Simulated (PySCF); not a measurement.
# C2H7BF2OSi: a tour of settings, part 2 of 2

PySCF 2.14.0. Atoms count from 0. Earlier steps stand in the parts before.

## (5) Ultraviolet spectrum: LDA/def2-SVPD

What the job is given:

```
{"job": {"kind": "uv", "xc": "LDA", "basis": "def2-SVPD", "nstates": 3, "ntriplets": 0, "tda": true, "scf": {"damp": 0.1}}, "charge": 0, "multiplicity": 1}
C     -1.769554    -1.364555     0.543037
O     -0.693190    -0.686716    -0.050273
C     -0.549141     0.650983     0.396335
Si     0.958596     1.289277    -0.596493
B      2.386952    -0.082839    -0.448347
F      3.000826    -0.628430    -1.481342
F      2.843243    -0.552330     0.697739
H     -2.720924    -0.864597     0.321831
H     -1.780609    -2.369668     0.125537
H     -1.647950    -1.421604     1.632152
H     -0.381924     0.672379     1.482353
H     -1.467044     1.219014     0.199833
H      0.508751     1.534431    -1.972402
H      1.311289     2.604184    -0.032049
```

Method: TDA LDA/def2-SVPD, vertical, gas phase, core orbitals frozen in the response.

The log of the run (excerpt; [...] marks lines left out):

```text
damping 0.10 in the first 6 cycles
final grid: 117576 points
cycle   1  E = -665.3171965631  dE =  5.211e-01  |g| = 7.413e-01  |ddm| = 5.001e+00
cycle   2  E = -665.0543140318  dE =  2.629e-01  |g| = 1.394e+00  |ddm| = 2.036e+00
cycle   3  E = -664.4387964732  dE =  6.155e-01  |g| = 2.282e+00  |ddm| = 2.958e+00
cycle   4  E = -656.2181325139  dE =  8.221e+00  |g| = 4.681e+00  |ddm| = 4.627e+01
cycle   5  E = -610.0583235348  dE =  4.616e+01  |g| = 1.218e+01  |ddm| = 5.404e+01
cycle   6  E = -549.1232797655  dE =  6.094e+01  |g| = 1.213e+01  |ddm| = 1.242e+02
cycle   7  E = -313.5752732209  dE =  2.355e+02  |g| = 2.164e+01  |ddm| = 1.782e+02
cycle   8  E = -543.1572549318  dE = -2.296e+02  |g| = 1.217e+01  |ddm| = 1.328e+02
cycle   9  E = -630.8851352928  dE = -8.773e+01  |g| = 8.441e+00  |ddm| = 5.834e+01
cycle  10  E = -640.5168438180  dE = -9.632e+00  |g| = 7.093e+00  |ddm| = 4.673e+01
[... 4 cycles left out ...]
cycle  15  E = -665.4257703105  dE = -1.445e-01  |g| = 1.328e-01  |ddm| = 8.699e-01
cycle  16  E = -665.4284975694  dE = -2.727e-03  |g| = 6.858e-02  |ddm| = 2.967e-01
cycle  17  E = -665.4294677632  dE = -9.702e-04  |g| = 2.880e-02  |ddm| = 1.078e-01
cycle  18  E = -665.4296206865  dE = -1.529e-04  |g| = 1.025e-02  |ddm| = 4.045e-02
cycle  19  E = -665.4296452188  dE = -2.453e-05  |g| = 4.467e-03  |ddm| = 1.866e-02
cycle  20  E = -665.4296491707  dE = -3.952e-06  |g| = 1.520e-03  |ddm| = 7.188e-03
cycle  21  E = -665.4296496660  dE = -4.953e-07  |g| = 6.068e-04  |ddm| = 2.399e-03
cycle  22  E = -665.4296497549  dE = -8.888e-08  |g| = 1.279e-04  |ddm| = 8.878e-04
cycle  23  E = -665.4296497601  dE = -5.162e-09  |g| = 2.190e-05  |ddm| = 2.693e-04
cycle  24  E = -665.4296497601  dE = -6.980e-11  |g| = 1.813e-05  |ddm| = 4.860e-05
converged SCF energy = -665.4296497601

Static polarisability (au): isotropic 77.470, principal 68.093 76.120 88.197

Singlet excitations
state   eV       nm        f      main configurations
  1   4.0183    308.5   0.00425   H->L 1.00
  2   5.2828    234.7   0.01194   H-1->L 0.93
  3   5.8614    211.5   0.01148   H->L+1 1.00
```

Run time: 26 s. Hardware: 1 thread of AMD EPYC 9R14, shared host; peak memory 0.74 GiB.

In short: HOMO -6.34 eV, LUMO -2.36 eV; lowest singlet 4.02 eV.

## (6) Excited states and response: PBE0/6-311G**

The job, as its differences from that of step 5:

```diff
@@ -1,2 +1,2 @@
-{"job": {"kind": "uv", "xc": "LDA", "basis": "def2-SVPD", "nstates": 3, "ntriplets": 0, "tda": true, "scf": {"damp": 0.1}}, "charge": 0, "multiplicity": 1}
+{"job": {"kind": "uv", "xc": "PBE0", "basis": "6-311G**", "nstates": 12, "ntriplets": 2, "tda": false}, "charge": 0, "multiplicity": 1}
 C     -1.769554    -1.364555     0.543037
```

Level: TDDFT PBE0/6-311G**, vertical, gas phase, core orbitals frozen in the response.

The log of the run:

```text
coarse grid: 12480 points
cycle   1  E = -669.2225927401  dE =  6.445e-01  |g| = 8.023e-01  |ddm| = 2.854e+00
cycle   2  E = -669.0911502117  dE =  1.314e-01  |g| = 1.217e+00  |ddm| = 1.324e+00
cycle   3  E = -669.3308126741  dE = -2.397e-01  |g| = 6.049e-02  |ddm| = 8.613e-01
cycle   4  E = -669.3311608062  dE = -3.481e-04  |g| = 4.145e-02  |ddm| = 4.951e-02
cycle   5  E = -669.3314473176  dE = -2.865e-04  |g| = 9.004e-03  |ddm| = 2.692e-02
cycle   6  E = -669.3314595066  dE = -1.219e-05  |g| = 1.973e-03  |ddm| = 6.337e-03
cycle   7  E = -669.3314603816  dE = -8.750e-07  |g| = 4.296e-04  |ddm| = 1.939e-03
final grid: 117576 points
cycle   8  E = -669.3438383022  dE = -6.539e-05  |g| = 1.096e-02  |ddm| = 2.168e-02
cycle   9  E = -669.3438192238  dE =  1.908e-05  |g| = 1.508e-02  |ddm| = 1.327e-02
cycle  10  E = -669.3438589132  dE = -3.969e-05  |g| = 1.407e-03  |ddm| = 8.502e-03
cycle  11  E = -669.3438593170  dE = -4.038e-07  |g| = 2.620e-04  |ddm| = 1.349e-03
cycle  12  E = -669.3438593332  dE = -1.625e-08  |g| = 7.187e-05  |ddm| = 2.796e-04
cycle  13  E = -669.3438593345  dE = -1.240e-09  |g| = 2.087e-05  |ddm| = 7.662e-05
cycle  14  E = -669.3438593346  dE = -8.072e-11  |g| = 5.887e-06  |ddm| = 1.423e-05
converged SCF energy = -669.3438593346

Static polarisability (au): isotropic 64.108, principal 57.754 62.521 72.050

Singlet excitations
state   eV       nm        f      main configurations
  1   5.5555    223.2   0.00281   H->L 0.99
  2   6.4797    191.3   0.04329   H-1->L 0.98
  3   6.8381    181.3   0.02482   H-2->L 0.96
  4   7.3046    169.7   0.01929   H->L+1 0.98
  5   7.5539    164.1   0.03766   H-3->L 0.87
  6   7.6998    161.0   0.01491   H->L+2 0.88
  7   7.8596    157.7   0.03887   H-4->L 0.88
  8   8.1772    151.6   0.08803   H-1->L+1 0.83, H->L+3 0.11
  9   8.2466    150.3   0.05836   H->L+3 0.80, H-1->L+1 0.10
 10   8.6234    143.8   0.00082   H->L+4 0.84, H->L+6 0.10
 11   8.7161    142.2   0.02462   H-2->L+1 0.62, H-1->L+2 0.24
 12   8.7468    141.7   0.00487   H-1->L+2 0.62, H-2->L+1 0.23

Triplet excitations (Tamm-Dancoff, eV): 5.4219 5.4853
```

Run time: 18 s. Hardware: 1 thread of AMD EPYC 9R14, shared host; peak memory 0.79 GiB.

This run: HOMO -7.65 eV, LUMO -0.95 eV; lowest singlet 5.56 eV.

## (7) Run by run: electronic excitations

Excitations and ground-state properties, with basis size and wall time:

```csv
run,lowest singlet (eV),brightest (eV),f,gap (eV),α (Å³),μ (D),functions,time
PBE0/def2-SVPD,5.55,6.39,0.040,6.69,10.66,2.44,209,23 s
LDA/def2-SVPD,4.02,5.28,0.012,3.98,11.48,2.39,209,26 s
PBE0/6-311G**,5.56,8.18,0.088,6.71,9.50,2.33,176,18 s
```

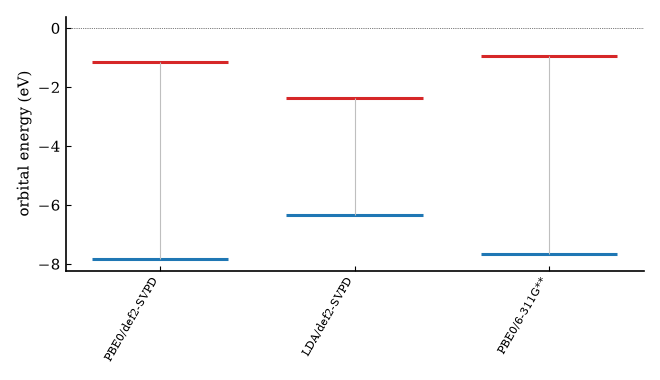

HOMO (blue) and LUMO (red) run by run.

## (8) Outcome

What follows sums up all 2 parts.

| quantity | value |
| --- | --- |
| 13C shifts against TMS (PBE0/pcSseg-1) | 65.7, 64.1 ppm |
| 1H shifts against TMS (PBE0/pcSseg-1, means over atoms taken as alike) | 3.81, 3.51, 3.42 ppm |
| 17O shifts against H2O (PBE0/pcSseg-1) | 12.7 ppm |
| 29Si shifts against TMS (PBE0/pcSseg-1) | -84.6 ppm |
| 11B shifts against BF3·OEt2 (PBE0/pcSseg-1) | 29.7 ppm |
| 19F shifts against CFCl3 (PBE0/pcSseg-1, means over atoms taken as alike) | -20.9 ppm |
| surface potential, 1st and 99th percentile | -1.01 V and 1.50 V |
| lowest singlet (PBE0/def2-SVPD) | 5.55 eV (223 nm), f = 0.003 |
| brightest single state of those computed | state 2, 6.39 eV, f = 0.040 |
| lowest triplet | 5.32 eV |
| largest coupling of the table (PBE0/cc-pVDZ) | 1J(Si,H) Si3–H12, -172.4 Hz |
| range of the lowest singlet | 4.02 to 5.56 eV |

In words: Single values in the summary come from the first run of each kind that ended normally (PBE0/pcSseg-1; PBE0/def2-SVPD; PBE0/cc-pVDZ), which need not be the best level. The most deshielded carbon is C0 (methyl carbon bonded to O), at 65.7 ppm: deshielded by the electronegative neighbour. At PBE0/pcSseg-1: The largest span, 371 ppm, is at F5, F6, where the paramagnetic term is -276 ppm. By nearest atom (PBE0/pcSseg-1), the HOMO sits on O1 64 %; 4 H atoms about 7 % each and the LUMO on B4 45 %; Si3 12 %. The lowest singlet, at 5.55 eV, is HOMO→LUMO 0.99 and is weak; of the 6 states computed, the strongest absorption comes from state 2 at 6.39 eV. The lowest triplet lies 0.23 eV below the lowest singlet (triplets in Tamm-Dancoff, singlets in full TDDFT). Couplings across rotatable bonds belong to this one conformer; where others are populated, the observed values are averages, and the simulated multiplets take (2 J gauche + J anti)/3 across rotating chain bonds. Density functionals describe couplings to fluorine poorly, F–F couplings above all, so those rows are rough. The lowest singlet runs from 4.02 eV (LDA/def2-SVPD) to 5.56 eV (PBE0/6-311G**), while the orbital gap spans 3.98 to 6.71 eV. The lowest state need not be the same one in every run. The runs solved for a few states only, so the brightest column depends on that window. Couplings from bases without tight functions are rough.
